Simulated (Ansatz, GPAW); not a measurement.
# Mg/Cd(0001): work function by functional and basis, part 2 of 3

How far do functional and basis move the work function of Mg/Cd(0001)?

GPAW 26.7.0 and Ansatz 0.2.0; Ansatz plane waves; slab in vacuum with a dipole correction, relaxation (the session's first sound run).

So far: Set-up; Relaxation.

**2. Relaxation (continued)**

The valence density, planar mean oscillates, so the rows of the table below give means over windows of 2.83 Å about each position, cut where the curve ends. Its maxima inside the range that stand out by 2 % of the span (Å: e/Å³): 7.0: 2.69, 9.8: 2.71, 12.9: 2.65, 15.8: 2.70, 18.4: 0.436. Its minima: 8.4: 0.106, 11.3: 0.0874, 14.2: 0.0910, 17.6: 0.0428.

The valence density, planar mean by z; means over each step:

```tsv
z (Å)	valence density, planar mean (e/Å³)
1.42	8.1e-6
4.25	0.00829
7.08	0.914
9.91	0.917
12.73	0.915
15.57	0.914
18.39	0.121
21.23	0.00188
24.05	7.2e-6
```

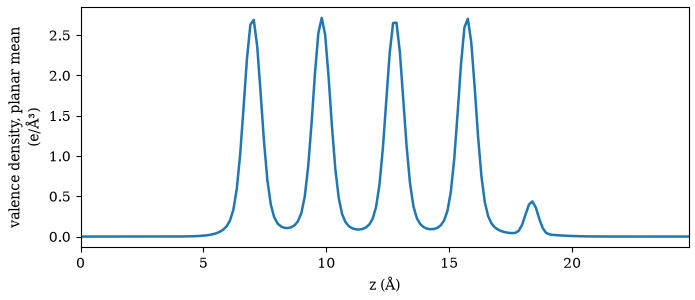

Valence density, planar mean against z.

The relaxation lowered the energy of the cell by 0.118 eV.

**3. Plane waves, PBE**

With the geometry fixed, the planar mean of the potential gives the vacuum level on each side.

This step: GPAW, PAW setups; slab in vacuum (GPAW 26.7.0).

The input, run.py:

```python
import json
import numpy as np
from ase import Atoms
from gpaw import GPAW, PW

slab = Atoms(
    ['Cd', 'Cd', 'Cd', 'Cd', 'Cd', 'Cd', 'Cd', 'Cd', 'Cd', 'Cd', 'Cd', 'Cd', 'Cd', 'Cd', 'Cd', 'Cd', 'Mg'],
    positions=[
        [2.98000, 1.72050, 7.00000],
        [0.00000, 0.00000, 9.81014],
        [2.98158, 1.72142, 12.80457],
        [-0.01180, -0.00681, 15.72869],
        [4.47000, 4.30126, 7.00000],
        [1.49000, 2.58076, 9.81014],
        [4.47000, 4.29943, 12.80457],
        [1.49000, 2.59438, 15.72869],
        [5.96000, 1.72050, 7.00000],
        [2.98000, 0.00000, 9.81014],
        [5.95842, 1.72142, 12.80457],
        [2.99180, -0.00681, 15.72869],
        [7.45000, 4.30126, 7.00000],
        [4.47000, 2.58076, 9.81014],
        [7.45000, 4.30126, 12.73088],
        [4.47000, 2.58076, 15.70943],
        [1.49000, 0.86025, 18.35941]],
    cell=[[5.96, 0.0, 0.0], [2.98, 5.16151, 0.0], [0.0, 0.0, 24.87887]],
    pbc=[True, True, False])

slab.calc = GPAW(mode=PW(400), xc='PBE', kpts={'size': (6, 6, 1), 'gamma': True},
                 occupations={'name': 'fermi-dirac', 'width': 0.1}, nbands='200%',
                 convergence={'density': 1e-05}, maxiter=200,
                 poissonsolver={'dipolelayer': 'xy'},
                 symmetry={'tolerance': 1e-3}, txt='slab.txt')
result = {}
energy = slab.get_potential_energy()
fermi = slab.calc.get_fermi_level()
v = slab.calc.get_electrostatic_potential().mean((0, 1)) - fermi
n = slab.calc.get_pseudo_density().mean((0, 1))
L = slab.cell[2, 2]
z = np.arange(len(v)) * L / len(v)
low, high = slab.positions[:, 2].min(), slab.positions[:, 2].max()
below, above = np.interp([low - 4.8, high + 4.8], z, v)
slopes = [np.interp(x, z, np.gradient(v, z)) for x in (low - 4.8, high + 4.8)]
eps = np.array([[slab.calc.get_eigenvalues(k, s) for k in range(len(slab.calc.get_ibz_k_points()))]
                for s in range(slab.calc.get_number_of_spins())]) - fermi
top, bottom = eps[eps < 0].max(), eps[eps > 0].min()
dipole = slab.get_dipole_moment()[2]
print(f'energy {energy:.4f} eV, Fermi level {fermi:.4f} eV, dipole {dipole:.5f} e A')
print(f'potential 4.8 A off the faces, from the Fermi level: lower {below:.4f} eV, upper {above:.4f} eV')
print(f'slope of the potential there: lower {slopes[0]:.5f}, upper {slopes[1]:.5f} eV/A')
print(f'nearest levels on the mesh: {top:.4f} and {bottom:.4f} eV')
print('magnetic moment', round(slab.get_magnetic_moment(), 3))
result.update(energy=energy, fermi=fermi, dipole=dipole, below=below, above=above, slopes=slopes, edges=[top, bottom],
              z=z.tolist(), v=v.tolist(), n=n.tolist(), positions=slab.positions.tolist(),
              forces=slab.get_forces(apply_constraint=False).tolist(), moments=slab.get_magnetic_moments().tolist())
json.dump(result, open('result.json', 'w'))
```

Run with:

```console
$ OMP_NUM_THREADS=1 OPENBLAS_NUM_THREADS=1 python run.py
```

Numbers of over 12 decimals in the logs are rounded to 6 here.

The log of the run:

```text
energy -13.3140 eV, Fermi level 1.7123 eV, dipole 0.05768 e A
potential 4.8 A off the faces, from the Fermi level: lower 3.8643 eV, upper 3.5222 eV
slope of the potential there: lower -0.00078, upper 0.00096 eV/A
nearest levels on the mesh: -0.0802 and 0.1166 eV
magnetic moment 0.0
```

Elapsed: 50 min, on 1 thread of Arm Neoverse N1, shared host; peak memory 1.1 GiB.

This step gave:

- dipole along the normal: 0.05768 e·Å
- levels nearest the Fermi level on the mesh: -0.08021, 0.1166 eV from the Fermi level
- upper work function: 3.522 eV
- lower work function: 3.864 eV

The electrostatic potential energy of an electron (without an applied field's), less the Fermi level, planar mean oscillates, so the rows of the table below give means over windows of 2.9 Å about each position, cut where the curve ends. Its maxima inside the range that stand out by 2 % of the span (Å: eV): 8.4: 1.23, 11.3: 1.74, 14.2: 1.60, 17.3: 2.03. Its minima: 7.0: -22.1, 9.8: -22.3, 12.8: -22.3, 15.8: -22.4, 18.3: -0.688.

Table of electrostatic potential energy of an electron (without an applied field's), less the Fermi level, planar mean by z; means over each step:

```tsv
z (Å)	electrostatic potential energy of an electron (without an applied field's), less the Fermi level, planar mean (eV)
1.45	3.85
4.35	3.53
7.25	-7.30
10.15	-7.26
13.05	-7.29
15.95	-7.26
18.85	1.50
21.75	3.49
24.65	3.53
```

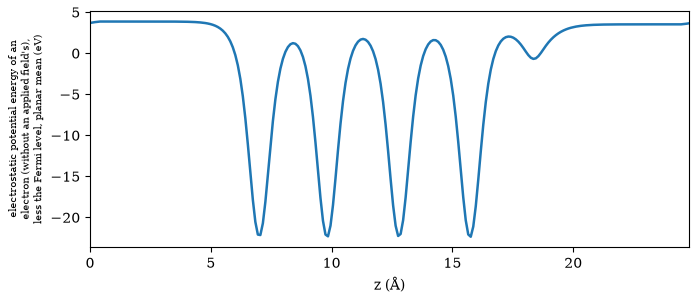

Electrostatic potential energy of an electron (without an applied field's), less the Fermi level, planar mean, plotted against z.

The pseudo valence density, planar mean oscillates, so the rows of the table below give means over windows of 2.8 Å about each position, cut where the curve ends. Its maxima inside the range that stand out by 2 % of the span (Å: e/Å³): 7.0: 1.51, 9.7: 1.49, 12.9: 1.48, 15.8: 1.52, 18.5: 0.418. Its minima: 8.3: 0.109, 11.4: 0.0899, 14.3: 0.0915, 17.6: 0.0445.

Table of pseudo valence density, planar mean by z; means over each step:

```tsv
z (Å)	pseudo valence density, planar mean (e/Å³)
1.40	8.0e-6
4.20	0.00729
7.00	0.550
9.80	0.555
12.60	0.551
15.40	0.551
18.20	0.129
21.00	0.00276
23.80	1.2e-5
```

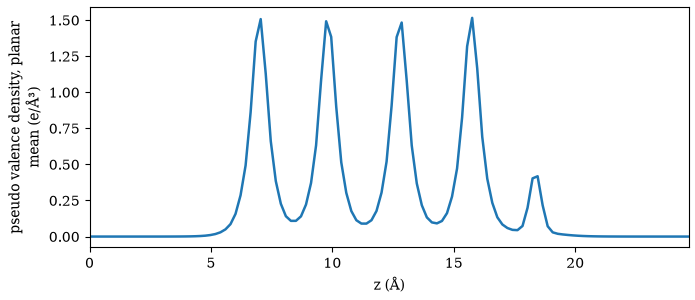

Pseudo valence density, planar mean, plotted against z.

Force by atom:

```tsv
atom	x (eV/Å)	y (eV/Å)	z (eV/Å)	size
Cd1	0.028	0.016	-0.100	0.105
Cd2	-0.020	-0.012	0.107	0.110
Cd3	-0.003	-0.002	0.002	0.005
Cd4	0.000	0.000	-0.001	0.001
Cd5	0.000	-0.033	-0.100	0.105
Cd6	0.000	0.024	0.107	0.110
Cd7	0.000	0.004	0.002	0.004
Cd8	0.000	0.000	-0.001	0.001
Cd9	-0.028	0.016	-0.100	0.105
Cd10	0.020	-0.012	0.107	0.110
Cd11	0.003	-0.002	0.002	0.004
Cd12	0.000	0.000	-0.001	0.001
Cd13	0.000	0.000	-0.091	0.091
Cd14	0.000	0.000	0.107	0.107
Cd15	0.000	0.000	-0.011	0.011
Cd16	0.000	0.000	-0.013	0.013
Mg17	0.000	0.000	-0.024	0.024
```

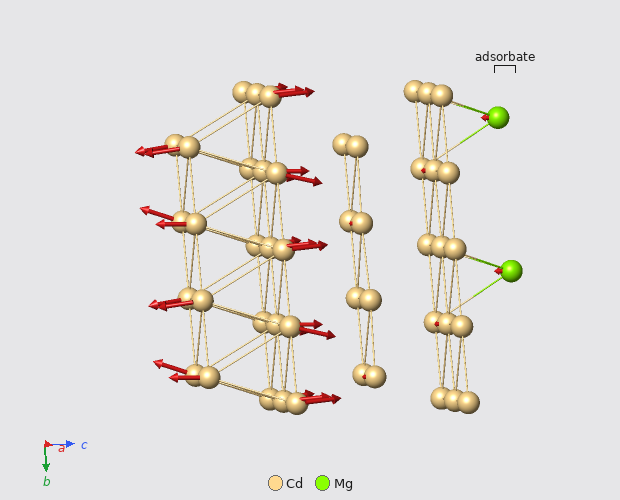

Force as arrows, the longest 0.110 eV/Å. 1×2×1 cells are drawn. Some periodic images of atoms are drawn too.

The potential is flat to 9.6e-4 eV/Å where it is read, so the vacuum is wide enough. The geometry is the other program's minimum; here the largest force on a free atom is 0.024 eV/Å.

**4. Self-consistent run: xc = "vdW-DF2"**

The same geometry under vdW-DF2, to see how far the functional moves the levels against the vacuum (the van der Waals functionals take revPBE setups).

Changes to run.py since step 3:

```diff
@@ -28,3 +28,3 @@
 
-slab.calc = GPAW(mode=PW(400), xc='PBE', kpts={'size': (6, 6, 1), 'gamma': True},
+slab.calc = GPAW(mode=PW(400), xc='vdW-DF2', kpts={'size': (6, 6, 1), 'gamma': True},
                  occupations={'name': 'fermi-dirac', 'width': 0.1}, nbands='200%',
```

The log of the run:

```text
energy -1548.3801 eV, Fermi level 1.6226 eV, dipole 0.05916 e A
potential 4.8 A off the faces, from the Fermi level: lower 4.1917 eV, upper 3.8417 eV
slope of the potential there: lower -0.00199, upper 0.00157 eV/A
nearest levels on the mesh: -0.0896 and 0.1467 eV
magnetic moment 0.0
```

The job ended after 47 min (1 thread; peak memory 1.5 GiB).

Numbers from this step:

* dipole along the normal: 0.05916 e·Å
* levels nearest the Fermi level on the mesh: -0.08964, 0.1467 eV from the Fermi level
* upper work function: 3.842 eV
* lower work function: 4.192 eV

The electrostatic potential energy of an electron (without an applied field's), less the Fermi level, planar mean oscillates, so the rows of the table below give means over windows of 2.9 Å about each position, cut where the curve ends. Its maxima inside the range that stand out by 2 % of the span (Å: eV): 8.4: 0.948, 11.3: 1.48, 14.2: 1.33, 17.3: 2.02. Its minima: 7.0: -22.2, 9.8: -22.4, 12.8: -22.3, 15.8: -22.4, 18.3: -0.512.

Electrostatic potential energy of an electron (without an applied field's), less the Fermi level, planar mean against z; means over each step:

```tsv
z (Å)	electrostatic potential energy of an electron (without an applied field's), less the Fermi level, planar mean (eV)
1.45	4.18
4.35	3.79
7.25	-7.42
10.15	-7.42
13.05	-7.45
15.95	-7.35
18.85	1.71
21.75	3.81
24.65	3.85
```

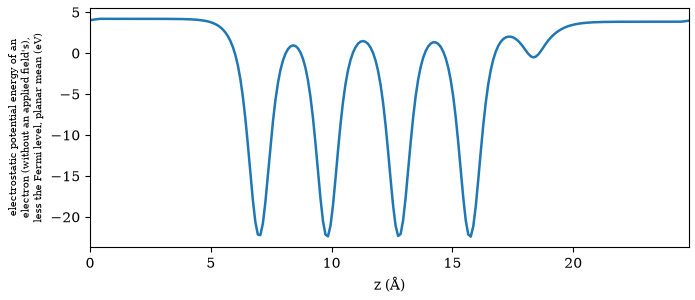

Electrostatic potential energy of an electron (without an applied field's), less the Fermi level, planar mean against z.

The pseudo valence density, planar mean oscillates, so the rows of the table below give means over windows of 2.8 Å about each position, cut where the curve ends. Its maxima inside the range that stand out by 2 % of the span (Å: e/Å³): 7.0: 1.51, 9.7: 1.49, 12.9: 1.49, 15.8: 1.52, 18.5: 0.419. Its minima: 8.3: 0.105, 11.4: 0.0863, 14.3: 0.0876, 17.6: 0.0438.

The pseudo valence density, planar mean by z; means over each step:

```tsv
z (Å)	pseudo valence density, planar mean (e/Å³)
1.40	1.5e-5
4.20	0.00775
7.00	0.549
9.80	0.555
12.60	0.551
15.40	0.550
18.20	0.129
21.00	0.00281
23.80	1.6e-5
```

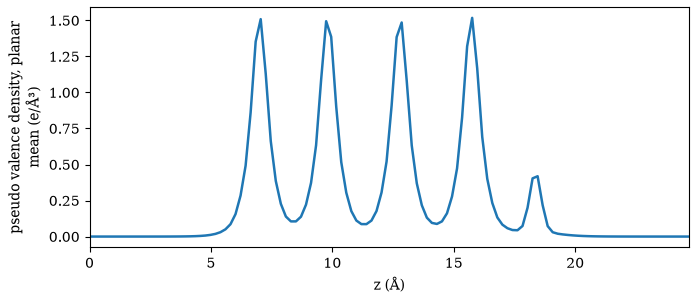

Pseudo valence density, planar mean against z.

Force by atom:

```tsv
atom	x (eV/Å)	y (eV/Å)	z (eV/Å)	size
Cd1	0.027	0.015	-0.426	0.427
Cd2	-0.014	-0.008	0.154	0.155
Cd3	-0.010	-0.006	-0.010	0.015
Cd4	-0.006	-0.003	0.197	0.197
Cd5	-0.001	-0.032	-0.426	0.427
Cd6	0.000	0.016	0.154	0.155
Cd7	-0.001	0.011	-0.010	0.015
Cd8	0.000	0.006	0.197	0.197
Cd9	-0.028	0.015	-0.426	0.427
Cd10	0.014	-0.008	0.154	0.155
Cd11	0.009	-0.006	-0.010	0.015
Cd12	0.005	-0.003	0.197	0.197
Cd13	-0.001	0.000	-0.419	0.419
Cd14	0.000	0.000	0.162	0.162
Cd15	-0.001	0.000	-0.013	0.013
Cd16	0.000	0.000	0.194	0.194
Mg17	0.000	0.000	0.311	0.311
```

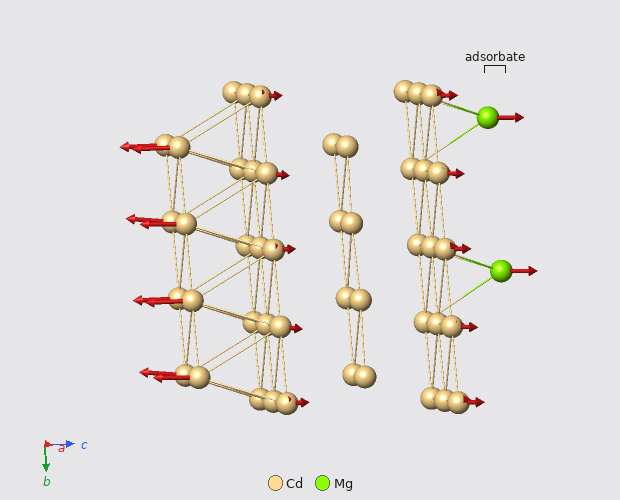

Force as arrows, the longest 0.427 eV/Å. 1×2×1 cells are drawn. Some periodic images of atoms are drawn too.

The upper face's work function is 3.842 eV, against 3.522 eV in the first plane-wave PBE run at this geometry.

**5. Self-consistent run: xc = "revPBE"**

The same geometry under revPBE, to see how far the functional moves the levels against the vacuum.

Changes to run.py since step 4:

```diff
@@ -28,3 +28,3 @@
 
-slab.calc = GPAW(mode=PW(400), xc='vdW-DF2', kpts={'size': (6, 6, 1), 'gamma': True},
+slab.calc = GPAW(mode=PW(400), xc='revPBE', kpts={'size': (6, 6, 1), 'gamma': True},
                  occupations={'name': 'fermi-dirac', 'width': 0.1}, nbands='200%',
```

The log of the run:

```text
energy -8.0477 eV, Fermi level 1.8175 eV, dipole 0.04170 e A
potential 4.8 A off the faces, from the Fermi level: lower 3.7199 eV, upper 3.4717 eV
slope of the potential there: lower -0.00090, upper 0.00105 eV/A
nearest levels on the mesh: -0.0781 and 0.1136 eV
magnetic moment 0.0
```

It took 49 min on 1 thread; peak memory 1.1 GiB.

Numbers from this step:

```
dipole along the normal                    : 0.04170 e·Å
levels nearest the Fermi level on the mesh : -0.07813, 0.1136 eV from the Fermi level
upper work function                        : 3.472 eV
lower work function                        : 3.720 eV
```

The electrostatic potential energy of an electron (without an applied field's), less the Fermi level, planar mean oscillates, so the rows of the table below give means over windows of 2.9 Å about each position, cut where the curve ends. Its maxima inside the range that stand out by 2 % of the span (Å: eV): 8.4: 1.11, 11.3: 1.62, 14.2: 1.48, 17.3: 1.92. Its minima: 7.0: -22.2, 9.8: -22.4, 12.8: -22.3, 15.8: -22.4, 18.3: -0.792.

Electrostatic potential energy of an electron (without an applied field's), less the Fermi level, planar mean against z; means over each step:

```tsv
z (Å)	electrostatic potential energy of an electron (without an applied field's), less the Fermi level, planar mean (eV)
1.45	3.71
4.35	3.39
7.25	-7.41
10.15	-7.37
13.05	-7.41
15.95	-7.37
18.85	1.41
21.75	3.44
24.65	3.48
```

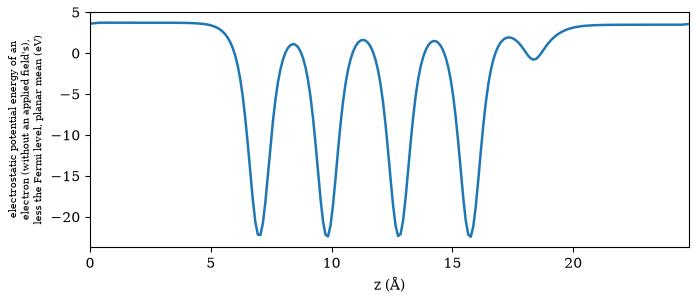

Electrostatic potential energy of an electron (without an applied field's), less the Fermi level, planar mean against z.

The upper face's work function is 3.472 eV, against 3.522 eV in the first plane-wave PBE run at this geometry.

**6. OptPBE vdW: xc = "optPBE-vdW"**

The same geometry under optPBE-vdW, to see how far the functional moves the levels against the vacuum (the van der Waals functionals take revPBE setups).

Changes to run.py since step 5:

```diff
@@ -28,3 +28,3 @@
 
-slab.calc = GPAW(mode=PW(400), xc='revPBE', kpts={'size': (6, 6, 1), 'gamma': True},
+slab.calc = GPAW(mode=PW(400), xc='optPBE-vdW', kpts={'size': (6, 6, 1), 'gamma': True},
                  occupations={'name': 'fermi-dirac', 'width': 0.1}, nbands='200%',
```

The log of the run:

```text
energy -255.9814 eV, Fermi level 1.6517 eV, dipole 0.05929 e A
potential 4.8 A off the faces, from the Fermi level: lower 4.0381 eV, upper 3.6869 eV
slope of the potential there: lower -0.00141, upper 0.00138 eV/A
nearest levels on the mesh: -0.0790 and 0.1266 eV
magnetic moment 0.0
```

It took 49 min on 1 thread; peak memory 1.5 GiB.

This step gave:

```
dipole along the normal                    : 0.05929 e·Å
levels nearest the Fermi level on the mesh : -0.07897, 0.1266 eV from the Fermi level
upper work function                        : 3.687 eV
lower work function                        : 4.038 eV
```

The electrostatic potential energy of an electron (without an applied field's), less the Fermi level, planar mean oscillates, so the rows of the table below give means over windows of 2.9 Å about each position, cut where the curve ends. Its maxima inside the range that stand out by 2 % of the span (Å: eV): 8.4: 1.14, 11.3: 1.66, 14.2: 1.51, 17.3: 2.02. Its minima: 7.0: -22.1, 9.8: -22.3, 12.8: -22.2, 15.8: -22.3, 18.3: -0.639.

The electrostatic potential energy of an electron (without an applied field's), less the Fermi level, planar mean by z; means over each step:

```tsv
z (Å)	electrostatic potential energy of an electron (without an applied field's), less the Fermi level, planar mean (eV)
1.45	4.03
4.35	3.66
7.25	-7.33
10.15	-7.29
13.05	-7.32
15.95	-7.28
18.85	1.57
21.75	3.65
24.65	3.70
```

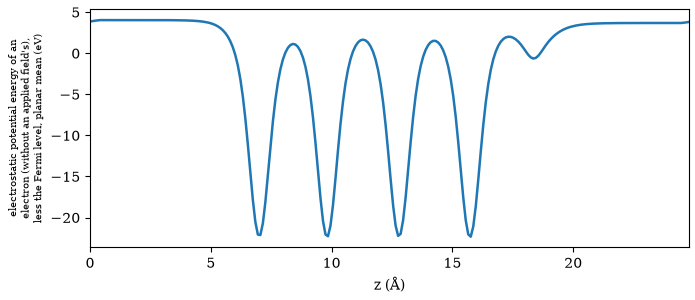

Electrostatic potential energy of an electron (without an applied field's), less the Fermi level, planar mean against z.

The upper face's work function is 3.687 eV, against 3.522 eV in the first plane-wave PBE run at this geometry.

**7. Real-space grid: mode = "fd"**

A real-space grid is a second complete basis, so it checks the plane-wave result.

Changes to run.py since step 6:

```diff
@@ -3,3 +3,3 @@
 from ase import Atoms
-from gpaw import GPAW, PW
+from gpaw import GPAW
 
@@ -28,3 +28,3 @@
 
-slab.calc = GPAW(mode=PW(400), xc='optPBE-vdW', kpts={'size': (6, 6, 1), 'gamma': True},
+slab.calc = GPAW(mode='fd', h=0.18, xc='PBE', kpts={'size': (6, 6, 1), 'gamma': True},
                  occupations={'name': 'fermi-dirac', 'width': 0.1}, nbands='200%',
```

The log of the run:

```text
energy -15.8852 eV, Fermi level -3.6923 eV, dipole 0.05818 e A
potential 4.8 A off the faces, from the Fermi level: lower 3.8630 eV, upper 3.5210 eV
slope of the potential there: lower -0.00085, upper 0.00074 eV/A
nearest levels on the mesh: -0.0802 and 0.1159 eV
magnetic moment 0.0
```

Run time: 3.5 h. Hardware: 1 thread; peak memory 6 GiB.

This step gave:

```
dipole along the normal                    : 0.05818 e·Å
levels nearest the Fermi level on the mesh : -0.08021, 0.1159 eV from the Fermi level
upper work function                        : 3.521 eV
lower work function                        : 3.863 eV
```

The electrostatic potential energy of an electron (without an applied field's), less the Fermi level, planar mean oscillates, so the rows of the table below give means over windows of 2.93 Å about each position, cut where the curve ends. Its maxima inside the range that stand out by 2 % of the span (Å: eV): 8.4: 1.22, 11.3: 1.74, 14.2: 1.61, 17.3: 2.04. Its minima: 7.0: -22.3, 9.8: -22.3, 12.8: -22.3, 15.7: -22.4, 18.4: -0.683.

Table of electrostatic potential energy of an electron (without an applied field's), less the Fermi level, planar mean by z; means over each step:

```tsv
z (Å)	electrostatic potential energy of an electron (without an applied field's), less the Fermi level, planar mean (eV)
1.47	3.86
4.40	3.48
7.33	-7.25
10.26	-7.16
13.19	-7.20
16.12	-7.10
19.05	1.61
21.98	3.50
```

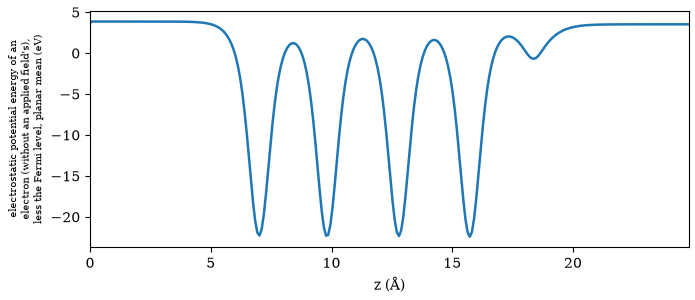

Electrostatic potential energy of an electron (without an applied field's), less the Fermi level, planar mean against z.

The upper face's work function is 3.521 eV, against 3.522 eV in the first plane-wave PBE run at this geometry.

**8. Cost and result by level**

Times are for 1 thread of Arm Neoverse N1, shared host. The runs compared:

```tsv
no.	run	upper work function (eV)	lower work function (eV)	time	memory (GiB)
1	pw	3.522	3.864	50 min	1.1
2	vdW DF2	3.842	4.192	47 min	1.5
3	revPBE	3.472	3.720	49 min	1.1
4	optPBE vdW	3.687	4.038	49 min	1.5
5	fd	3.521	3.863	3.5 h	6.0
```

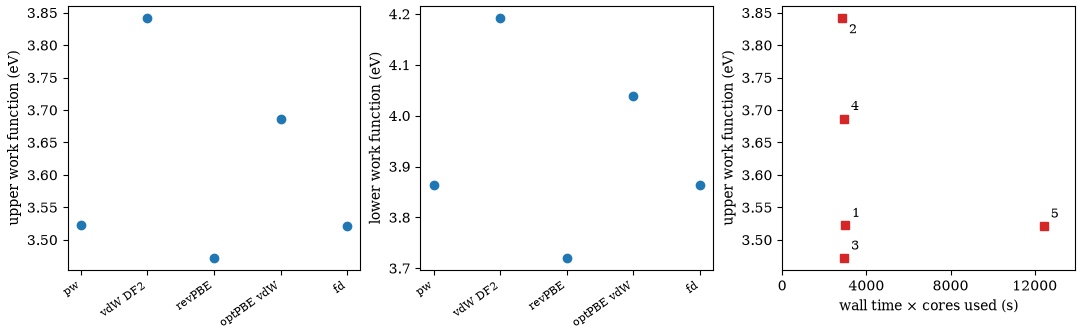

The series as plots; the last panel sets the first result against cost, with the runs numbered as in the table.

(Part 2 of 3 ends here.)

[Logs are printed without paths, hosts, clocks, repeated set-up lines and the standing remarks that a program may print on its own settings, such as how far it seeks lower states.]

[Hosts, paths, dates, database ids (printed as entryN), source tags and the programs' standing remarks are cut or masked in the printed files.]
